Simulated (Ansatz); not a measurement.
**Computed map of one atom of the cell: WS2 (2H-MoS2 type, space group P6_3/mmc)**

Relaxed WS$_{2}$ (2H-MoS2 type, space group P6_3/mmc):

```
CELL_PARAMETERS angstrom
      3.15429     0.00000     0.00000
     -1.57715     2.73170     0.00000
      0.00000     0.00000    12.14086
ATOMIC_POSITIONS crystal
  W  0.33333 0.66667 0.25000
  W  0.66667 0.33333 0.75000
  S  0.33333 0.66667 0.62030
  S  0.66667 0.33333 0.12030
  S  0.66667 0.33333 0.37970
  S  0.33333 0.66667 0.87970
```

Two-dimensional scan of atom 5 (S, nearest neighbour W at 2.408 Å; its periodic images, 3.2 Å or more away, move with it): u runs along (1.000, 0.000, 0.000), v along (0.000, 1.000, 0.000) (Cartesian). Cell and other atoms are fixed.

All values below come from PBE-D3(BJ) (plane waves to 420 eV, PAW, scalar-relativistic; Ansatz, a program for electronic structure). k mesh 10×10×3 (Γ-centred), Fermi-Dirac smearing 0.05 eV. The energy includes the smearing's −TS. Points where atoms come too close for the PAW data are left out (x in tables, blank in figures). As the smearing reaches across the gap at some points, energies and forces of such displacements shift with the k mesh and the smearing. Spin-orbit coupling is left out, though W is heavy. The PAW data are Ansatz's earlier set. WS2 is run without spin polarisation. WS2 was relaxed with its symmetry unable to fall. The zero of ΔE is the undisplaced structure. Axes are in Å.

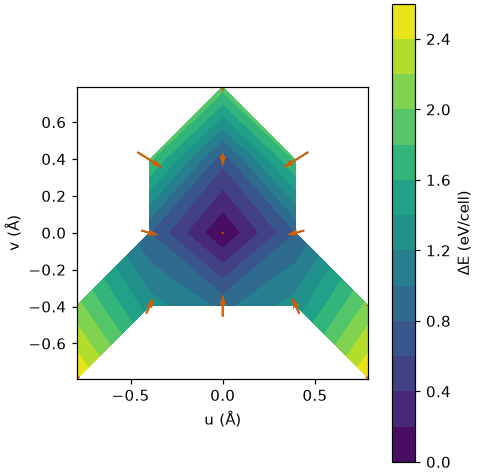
*ΔE (eV/cell) over the plane, with arrows for the in-plane force on the moved atom.*

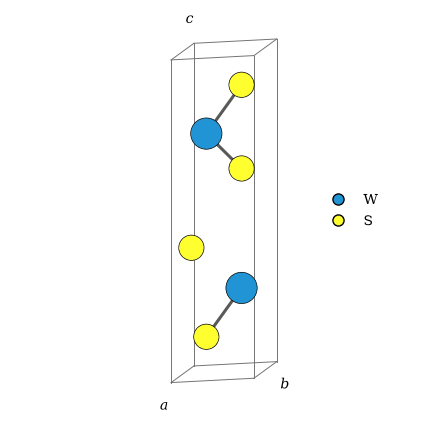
Fig. 1. The cell of the calculation at u = -0.790 Å, v = -0.790 Å.

Lowest place on the grid: u = 0.000 Å, v = 0.000 Å (0 meV/cell).

(A displaced cell: forces are minus the slopes of the energy, force constants its curvatures, and phonons follow from these.)
